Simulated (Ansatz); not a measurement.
**F2GeHNP (SMILES F[P-]/[NH+]=[Ge]/[F]) (doublet): density, localisation and related maps**

```xyz
6

F    -1.9950    2.8920   -0.0829
F     2.0018   -0.2595    0.0294
Ge    1.2057    0.5267    1.4017
N     0.2787    1.7503    0.3074
P    -0.6487    3.0796    0.8170
H     0.3962    1.5915   -0.6966
```

Geometry: B3LYP/6-31G*.

Computed with isolated molecule in a Gaussian basis; Kohn-Sham density functional theory, functional PBE0 (Ansatz 0.2.0).

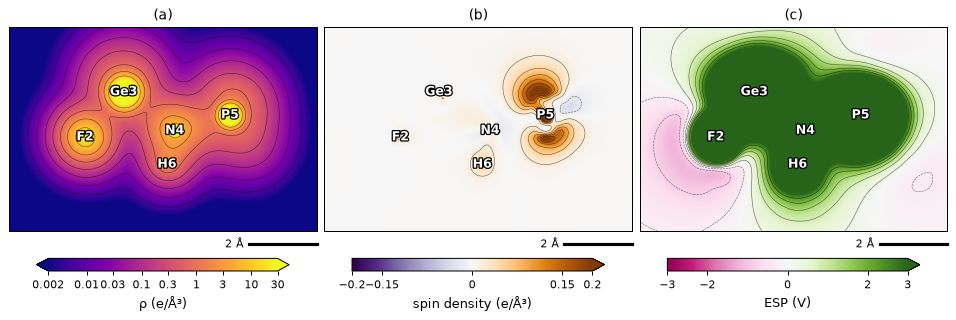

Figure 1. (a) electron density; (b) spin density (α minus β); (c) electrostatic potential on the plane of atoms Ge3, N4 and H6.

Q: Describe what can be read from this map.

A: The section cuts through F, Ge, N, P and H sites.
P–N (1.70 Å): ρ at the midpoint is about 1.3 e/Å³.
Ge–F (1.77 Å): ρ at the midpoint is about 0.91 e/Å³.
Ge–N (1.89 Å): ρ is about 0.86 e/Å³ halfway.
N–H (1.02 Å): the density is about 2.8 e/Å³ at the midpoint.
The unpaired spin (1 electron) lies mostly on P5 (about 0.8) and F1 (about 0.1), in electrons by Hirshfeld's partition.
Outside the dense part of the molecule the potential is most negative (−1.3 V) near F2.

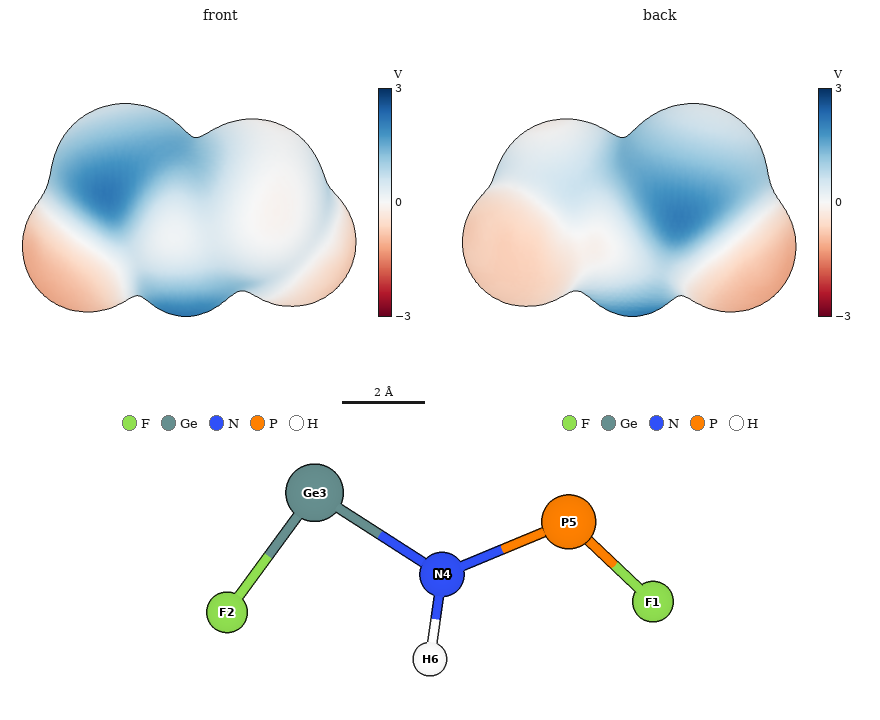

Figure 2. The molecular electrostatic potential painted on the density surface at 0.002 e/bohr³, seen from the front and from behind; red is negative and blue positive. The bare structure is drawn below in the same view.

Q: Describe the electrostatic potential map.

A: The most negative region (about −1.1 V) lies over F2, the most positive (about +2.1 V) over Ge3 and H6.

Q: What dipole moment does the calculation give?

A: Its dipole moment is 1.22 D.

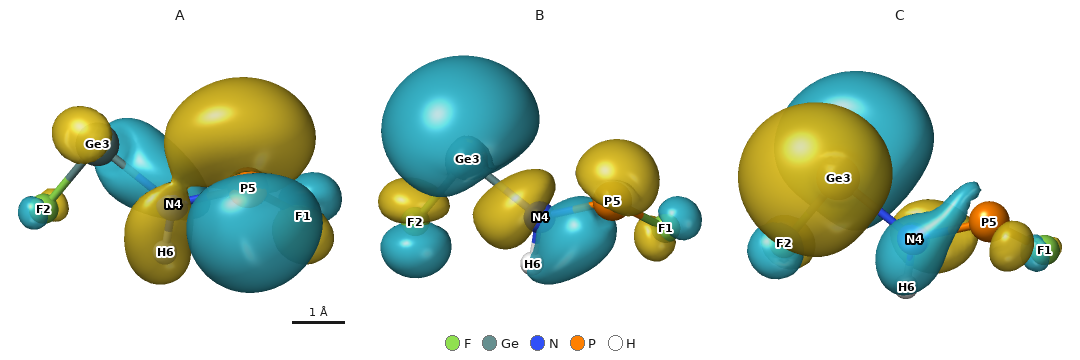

Figure 3. Three frontier orbitals at ±0.08 Å⁻³ᐟ² (yellow and cyan are the two phases), in no order.

Q: Which picture is the HOMO−1, the HOMO and the LUMO? All are α orbitals.

A: B is the HOMO−1 (α) (−8.47 eV). By Hirshfeld shares it lies mainly on Ge3 (about 60 %), N4 (about 15 %), F2 (about 10 %) and P5 (about 5 %). A is the HOMO (α) (−6.04 eV). It lies mainly on P5 (about 70 %), N4 (about 10 %), Ge3 (about 10 %) and F1 (about 10 %); largely a lone pair of P5. C is the LUMO (α) (−2.39 eV). It lies mainly on Ge3 (about 80 %) and N4 (about 10 %).

Q: What is the gap between the highest occupied and lowest empty α orbitals?

A: 3.65 eV between the orbital energies.

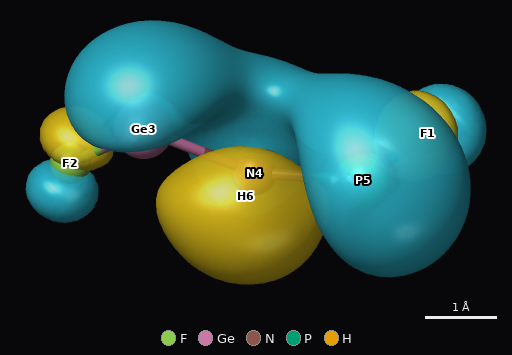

Figure 4. The HOMO−1 (β) at ±0.08 Å⁻³ᐟ² (yellow and cyan are the two phases), seen from one side.

Q: What is the character of this orbital?

A: Its weight (Hirshfeld) is mainly on N4 (about 40 %), P5 (about 30 %), Ge3 (about 15 %) and F1 (about 10 %). Its energy is −8.88 eV.
